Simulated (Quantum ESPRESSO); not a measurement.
# Collinear magnetic orders of NbCrP with Quantum ESPRESSO, part 2 of 2

Does NbCrP prefer parallel or opposed moments?

Quantum ESPRESSO 7.5; LDA; plane waves with GBRV 1.5 LDA potentials, no spin-orbit coupling.

So far, absolute magnetization (μB): step 2 (run 1 (ferro ++++)) 4.76.

### 3. Run 2 (antiferro +−+−)

The input, pw.in:

```
&CONTROL
  calculation = 'scf'
  prefix = 'pwscf'
  outdir = './tmp'
  pseudo_dir = './pseudo'
  disk_io = 'nowf'
/
&SYSTEM
  ibrav = 0
  celldm(1) = 8
  nat = 12
  ntyp = 4
  ecutwfc = 40
  ecutrho = 280
  nbnd = 81
  occupations = 'smearing'
  smearing = 'fd'
  degauss = 0.00734986
  nspin = 2
  starting_magnetization(1) = 0
  starting_magnetization(2) = 0.1786
  starting_magnetization(3) = -0.1786
  starting_magnetization(4) = 0
/
&ELECTRONS
  conv_thr = 2.4d-08
  electron_maxstep = 150
  mixing_beta = 0.3
/
ATOMIC_SPECIES
Nb     92.9064 nb_lda_v1.uspp.F.UPF
Cr1    51.9961 cr_lda_v1.5.uspp.F.UPF
Cr2    51.9961 cr_lda_v1.5.uspp.F.UPF
P      30.9738 p_lda_v1.5.uspp.F.UPF
CELL_PARAMETERS alat
   1.4854321437684    0.0000000000000    0.0000000000000
   0.0000000000000    0.8352783687448    0.0000000000000
   0.0000000000000    0.0000000000000    1.7530437932210
ATOMIC_POSITIONS crystal
Nb      0.5300557600    0.2500000000    0.8267057800
Nb      0.0300557600    0.2500000000    0.6732942200
Nb      0.9699442400    0.7500000000    0.3267057700
Nb      0.4699442400    0.7500000000    0.1732942300
Cr1     0.3570215600    0.7500000000    0.5622066200
Cr2     0.1429784400    0.2500000000    0.0622066200
Cr1     0.8570215600    0.7500000000    0.9377933800
Cr2     0.6429784400    0.2500000000    0.4377933800
P       0.2699073200    0.2500000000    0.3705804100
P       0.7699073200    0.2500000000    0.1294195900
P       0.7300926800    0.7500000000    0.6294195900
P       0.2300926800    0.7500000000    0.8705804100
K_POINTS automatic
4 8 4 0 0 0
```

Command:

```
OMP_NUM_THREADS=1 mpirun -n 4 pw.x -nk 4 -in pw.in > pw.out
```

Output:

```text
[banner, memory and clock lines left out]
Program PWSCF v.7.5 starts

     Message from routine setup:
     using ibrav=0 with symmetry is DISCOURAGED, use correct ibrav instead

     bravais-lattice index     =            0
     lattice parameter (alat)  =       8.0000  a.u.
     unit-cell volume          =    1113.6450 (a.u.)^3
     number of atoms/cell      =           12
     number of atomic types    =            4
     number of electrons       =       128.00
     number of Kohn-Sham states=           81
     kinetic-energy cutoff     =      40.0000  Ry
     charge density cutoff     =     280.0000  Ry
     scf convergence threshold =      2.4E-08
     mixing beta               =       0.3000
     number of iterations used =            8  plain     mixing
     Exchange-correlation=  SLA  PZ   NOGX NOGC
                           (   1   1   0   0   0   0   0)

     celldm(1)=   8.000000  celldm(2)=   0.000000  celldm(3)=   0.000000
     celldm(4)=   0.000000  celldm(5)=   0.000000  celldm(6)=   0.000000

     crystal axes: (cart. coord. in units of alat)
               a(1) = (   1.485432   0.000000   0.000000 )
               a(2) = (   0.000000   0.835278   0.000000 )
               a(3) = (   0.000000   0.000000   1.753044 )

     reciprocal axes: (cart. coord. in units 2 pi/alat)
               b(1) = (  0.673205  0.000000  0.000000 )
               b(2) = (  0.000000  1.197206  0.000000 )
               b(3) = (  0.000000  0.000000  0.570436 )

     PseudoPot. # 1 for Nb read from file:
     nb_lda_v1.uspp.F.UPF
     Pseudo is Ultrasoft + core correction, Zval = 13.0

     PseudoPot. # 2 for Cr read from file:
     cr_lda_v1.5.uspp.F.UPF
     Pseudo is Ultrasoft + core correction, Zval = 14.0

     PseudoPot. # 3 for Cr read from file:
     cr_lda_v1.5.uspp.F.UPF
     Pseudo is Ultrasoft + core correction, Zval = 14.0

     PseudoPot. # 4 for P  read from file:
     p_lda_v1.5.uspp.F.UPF
     Pseudo is Ultrasoft + core correction, Zval =  5.0

     atomic species   valence    mass     pseudopotential
     Nb               13.00    92.90640     Nb( 1.00)
     Cr1              14.00    51.99610     Cr( 1.00)
     Cr2              14.00    51.99610     Cr( 1.00)
     P                 5.00    30.97380     P ( 1.00)

     Starting magnetic structure
     atomic species   magnetization
     Nb              0.000
     Cr1             0.179
     Cr2            -0.179
     P               0.000

      4 Sym. Ops. (no inversion) found ( 3 have fractional translation)

   Cartesian axes

     site n.     atom                  positions (alat units)
         1        Nb     tau(   1) = (   0.7873619   0.2088196   1.4492514  )
         2        Nb     tau(   2) = (   0.0446458   0.2088196   1.1803143  )
         3        Nb     tau(   3) = (   1.4407864   0.6264588   0.5727295  )
         4        Nb     tau(   4) = (   0.6980703   0.6264588   0.3037924  )
         5        Cr1    tau(   5) = (   0.5303313   0.6264588   0.9855728  )
         6        Cr2    tau(   6) = (   0.2123848   0.2088196   0.1090509  )
         7        Cr1    tau(   7) = (   1.2730474   0.6264588   1.6439929  )
         8        Cr2    tau(   8) = (   0.9551008   0.2088196   0.7674710  )
         9        P      tau(   9) = (   0.4009290   0.2088196   0.6496437  )
        10        P      tau(  10) = (   1.1436451   0.2088196   0.2268782  )
        11        P      tau(  11) = (   1.0845031   0.6264588   1.1034001  )
        12        P      tau(  12) = (   0.3417871   0.6264588   1.5261656  )

     number of k points=    45  Fermi-Dirac smearing, width (Ry)=  0.0073
                       cart. coord. in units 2pi/alat
        k(    1) = (   0.0000000   0.0000000   0.0000000), wk =   0.0078125
        k(    2) = (   0.0000000   0.0000000   0.1426091), wk =   0.0156250
        k(    3) = (   0.0000000   0.0000000  -0.2852182), wk =   0.0078125
        k(    4) = (   0.0000000   0.1496507   0.0000000), wk =   0.0156250
        k(    5) = (   0.0000000   0.1496507   0.1426091), wk =   0.0312500
        [... 40 further k-points ...]

     Dense  grid:    88151 G-vectors     FFT dimensions: (  64,  36,  80)

     Smooth grid:    38065 G-vectors     FFT dimensions: (  48,  30,  60)

     Check: negative core charge=   -0.000004
     Generating pointlists ...
     new r_m :   0.2539 (alat units)  2.0312 (a.u.) for type    1
     new r_m :   0.2274 (alat units)  1.8195 (a.u.) for type    2
     new r_m :   0.2274 (alat units)  1.8195 (a.u.) for type    3
     new r_m :   0.2274 (alat units)  1.8195 (a.u.) for type    4

     Initial potential from superposition of free atoms

     starting charge     123.9907, renormalised to     128.0000

     negative rho (up, down):  2.639E-03 2.639E-03
     Starting wfcs are  108 randomized atomic wfcs

     Self-consistent Calculation

     iteration #  1     ecut=    40.00 Ry     beta= 0.30
     Davidson diagonalization with overlap
     ethr =  1.00E-02,  avg # of iterations =  2.8

     negative rho (up, down):  1.954E-03 1.954E-03

     total energy              =   -1234.36977443 Ry
     estimated scf accuracy    <      10.55855579 Ry

     total magnetization       =     0.00 Bohr mag/cell
     absolute magnetization    =     6.50 Bohr mag/cell

     iteration #  2     ecut=    40.00 Ry     beta= 0.30
     Davidson diagonalization with overlap
     ethr =  8.25E-03,  avg # of iterations =  5.1

     negative rho (up, down):  2.562E-03 2.562E-03

     total energy              =   -1234.46185843 Ry
     estimated scf accuracy    <      32.24794270 Ry

     total magnetization       =    -0.00 Bohr mag/cell
     absolute magnetization    =     1.70 Bohr mag/cell

     [... further iterations left out ...]

     iteration # 21     ecut=    40.00 Ry     beta= 0.30
     Davidson diagonalization with overlap
     ethr =  1.93E-10,  avg # of iterations =  1.9

     negative rho (up, down):  2.423E-03 2.423E-03

     total energy              =   -1237.25976901 Ry
     estimated scf accuracy    <       0.00000008 Ry

     total magnetization       =    -0.00 Bohr mag/cell
     absolute magnetization    =     2.95 Bohr mag/cell

     iteration # 22     ecut=    40.00 Ry     beta= 0.30
     Davidson diagonalization with overlap
     ethr =  5.93E-11,  avg # of iterations =  3.1

     negative rho (up, down):  2.424E-03 2.423E-03

     Magnetic moment per site  (integrated on atomic sphere of radius R)
     atom   1 (R=0.254)  charge= 10.1836  magn= -0.0106
     atom   2 (R=0.254)  charge= 10.1836  magn= -0.0106
     atom   3 (R=0.254)  charge= 10.1836  magn=  0.0106
     atom   4 (R=0.254)  charge= 10.1836  magn=  0.0106
     atom   5 (R=0.227)  charge= 11.9228  magn=  0.6069
     atom   6 (R=0.227)  charge= 11.9228  magn= -0.6073
     atom   7 (R=0.227)  charge= 11.9228  magn=  0.6069
     atom   8 (R=0.227)  charge= 11.9228  magn= -0.6073
     atom   9 (R=0.227)  charge=  2.9251  magn=  0.0026
     atom  10 (R=0.227)  charge=  2.9251  magn=  0.0026
     atom  11 (R=0.227)  charge=  2.9251  magn= -0.0026
     atom  12 (R=0.227)  charge=  2.9251  magn= -0.0026

     End of self-consistent calculation

     [... lines left out ...]
     the Fermi energy is    17.4870 ev

!    total energy              =   -1237.25976903 Ry
     estimated scf accuracy    <          4.8E-09 Ry
     smearing contrib. (-TS)   =      -0.03380677 Ry
     internal energy E=F+TS    =   -1237.22596226 Ry

     The total energy is F=E-TS. E is the sum of the following terms:
     one-electron contribution =    -368.78320673 Ry
     hartree contribution      =     255.14164091 Ry
     xc contribution           =    -186.70451053 Ry
     ewald contribution        =    -936.87988591 Ry

     total magnetization       =    -0.00 Bohr mag/cell
     absolute magnetization    =     2.95 Bohr mag/cell

     convergence has been achieved in  22 iterations
```

Elapsed: 7.6 min, on 4 MPI ranks of Intel Xeon Platinum 8259CL at 2.50GHz (Skylake/Cascade Lake), shared host; peak memory 1.3 GiB; 30 min of CPU time.

Spin moment in the atom's sphere by atom:

| atom | spin moment in the atom's sphere (μB) |
| --- | --- |
| Nb1 | -0.011 |
| Nb2 | -0.011 |
| Nb3 | 0.011 |
| Nb4 | 0.011 |
| Cr5 | 0.607 |
| Cr6 | -0.607 |
| Cr7 | 0.607 |
| Cr8 | -0.607 |
| P9 | 0.003 |
| P10 | 0.003 |
| P11 | -0.003 |
| P12 | -0.003 |

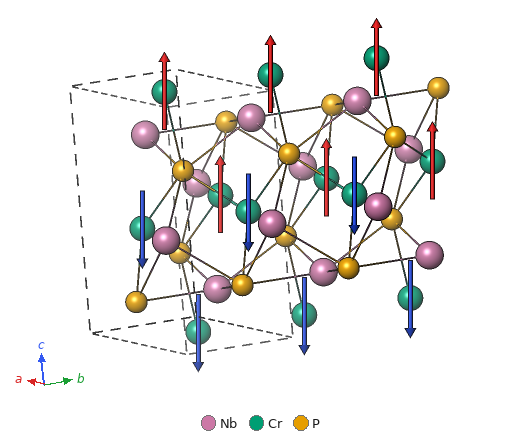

Spin moment in the atom's sphere as arrows, the longest 0.607 μB. Up and down stand for the sign. Arrows give size and sign along the axis of quantisation, drawn up and down the page. The two directions have two colours. 1×3×1 cells are drawn.

This step gave:

| Item | Value |
| --- | --- |
| smearing term TS | 0.4600 eV |
| magnetization | 0 μB |
| absolute magnetization | 2.951 μB |
| final state | antiferromagnetic |

### 4. Run 3, typed as antiferro ++−−

pw.in, as its differences from that of step 3:

```diff
@@ -44,4 +44,4 @@
 Cr1     0.3570215600    0.7500000000    0.5622066200
-Cr2     0.1429784400    0.2500000000    0.0622066200
-Cr1     0.8570215600    0.7500000000    0.9377933800
+Cr1     0.1429784400    0.2500000000    0.0622066200
+Cr2     0.8570215600    0.7500000000    0.9377933800
 Cr2     0.6429784400    0.2500000000    0.4377933800
```

Output:

```text
     [... lines left out ...]
Program PWSCF v.7.5 starts
     [... lines left out ...]
     number of atoms/cell      =           12
     [... lines left out ...]
     number of electrons       =       128.00
     number of Kohn-Sham states=           81
     kinetic-energy cutoff     =      40.0000  Ry
     charge density cutoff     =     280.0000  Ry
     scf convergence threshold =      2.4E-08
     [... lines left out ...]
      4 Sym. Ops. (no inversion) found ( 3 have fractional translation)
     [... lines left out ...]
     number of k points=    45  Fermi-Dirac smearing, width (Ry)=  0.0073
     [... lines left out ...]
     iteration # 19     ecut=    40.00 Ry     beta= 0.30
     [... lines left out ...]
     Magnetic moment per site  (integrated on atomic sphere of radius R)
     atom   1 (R=0.254)  charge= 10.1839  magn=  0.0040
     atom   2 (R=0.254)  charge= 10.1839  magn= -0.0040
     atom   3 (R=0.254)  charge= 10.1839  magn=  0.0040
     atom   4 (R=0.254)  charge= 10.1839  magn= -0.0040
     atom   5 (R=0.227)  charge= 11.9239  magn=  0.7519
     atom   6 (R=0.227)  charge= 11.9239  magn=  0.7519
     atom   7 (R=0.227)  charge= 11.9239  magn= -0.7527
     atom   8 (R=0.227)  charge= 11.9239  magn= -0.7527
     atom   9 (R=0.227)  charge=  2.9252  magn= -0.0012
     atom  10 (R=0.227)  charge=  2.9251  magn=  0.0012
     atom  11 (R=0.227)  charge=  2.9251  magn=  0.0012
     atom  12 (R=0.227)  charge=  2.9252  magn= -0.0012
     [... lines left out ...]
     the Fermi energy is    17.4806 ev
!    total energy              =   -1237.26126999 Ry
     estimated scf accuracy    <       0.00000002 Ry
     smearing contrib. (-TS)   =      -0.03174306 Ry
     [... lines left out ...]
     total magnetization       =    -0.00 Bohr mag/cell
     absolute magnetization    =     3.65 Bohr mag/cell
     convergence has been achieved in  19 iterations
```

It took 6.8 min on 4 MPI ranks; peak memory 1.3 GiB.

Spin moment in the atom's sphere by atom:

| atom | spin moment in the atom's sphere (μB) |
| --- | --- |
| Nb1 | 0.004 |
| Nb2 | -0.004 |
| Nb3 | 0.004 |
| Nb4 | -0.004 |
| Cr5 | 0.752 |
| Cr6 | 0.752 |
| Cr7 | -0.753 |
| Cr8 | -0.753 |
| P9 | -0.001 |
| P10 | 0.001 |
| P11 | 0.001 |
| P12 | -0.001 |

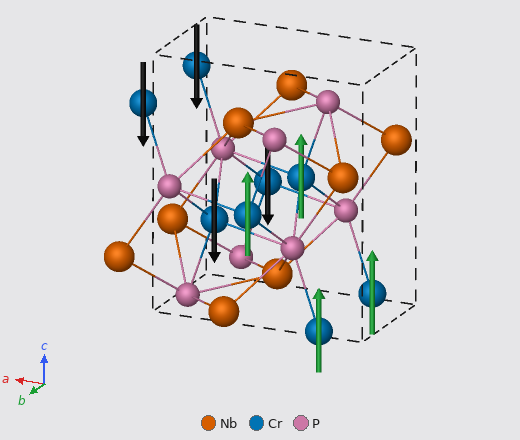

Spin moment in the atom's sphere as arrows, the longest 0.753 μB. Up and down stand for the sign. Arrows give size and sign along the axis of quantisation, drawn up and down the page. The two directions have two colours. 1×2×1 cells are drawn.

This step gave:

```
smearing term TS       : 0.4319 eV
magnetization          : 0 μB
absolute magnetization : 3.655 μB
final state            : antiferromagnetic
```

### 5. The states side by side

An order is kept where moments of 0.15 μB or more survive with the typed signs; meshes match where a doubled cell samples the same k points as the first cell.

Orders:

| start | final state | typed order kept | energy over the lowest (meV a seeded atom) | largest site moment (μB) | net moment (μB a cell of the first run) | mesh matched | CPU time (s) |
| --- | --- | --- | --- | --- | --- | --- | --- |
| ferro ++++ | ferromagnetic | yes | 0 | 0.9783 | 4.475 | yes | 1474 |
| antiferro +-+- | antiferromagnetic | yes | 19.49 | 0.6073 | 9.26e-4 | yes | 1829 |
| antiferro ++-- | antiferromagnetic | yes | 14.39 | 0.7527 | 0.001593 | yes | 1625 |

### 6. Summary of results

```
lowest state found      : ferromagnetic (from ferro ++++)
largest site moment     : 0.978 μB
next state with moments : antiferromagnetic, 14.4 meV a seeded atom higher
```

In words: The smearing terms TS of the orders run from 95 to 115 meV a seeded atom, so the differences would change at a smaller width: an order with a larger TS is lowered more by the smearing. Only these 3 starts were compared; other wavevectors, canted and longer-period orders were not. Energies are free energies at an electronic temperature of 1160 K, which lowers moments and differences where the moments are itinerant.

[Logs and program files are shortened in this print: banners, set-up blocks, solver, clock and traceback lines can be left out without a mark of their own.]

[Logs are printed without paths, hosts, clocks, repeated set-up lines and the standing remarks that a program may print on its own settings, such as how far it seeks lower states.]

[Hosts, paths, dates, database ids (printed as entryN), source tags and the programs' standing remarks are cut or masked in the printed files.]

[Where a cell is said to come from a database of computed structures, the database is the Materials Project.]
